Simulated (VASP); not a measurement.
Band structure of PdIn (CsCl type). Calculation: RPBE GGA, VASP's PBE PAW potentials (set 64) (plane waves; VASP 6.6.1).

Unless said otherwise, spin-orbit coupling is left out, though it shifts the bands of the heavy elements here.

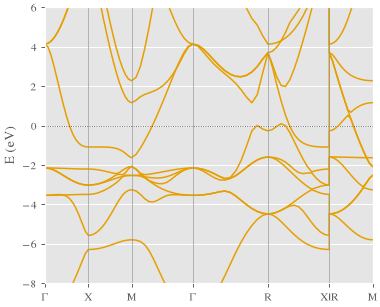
Bands along high-symmetry lines, zero at the valence-band maximum or, without a gap, the Fermi level

Task: Read the plot: is there a gap, and where are the band edges?

Result: It has no gap at this level: it comes out as a metal or semimetal. (Edges off the drawn lines would not show.)

The compound is PdIn in the CsCl type structure. It was relaxed first, which changed the volume by +9 %. The electron count is odd and the run is not spin-polarised, which forces a metal.
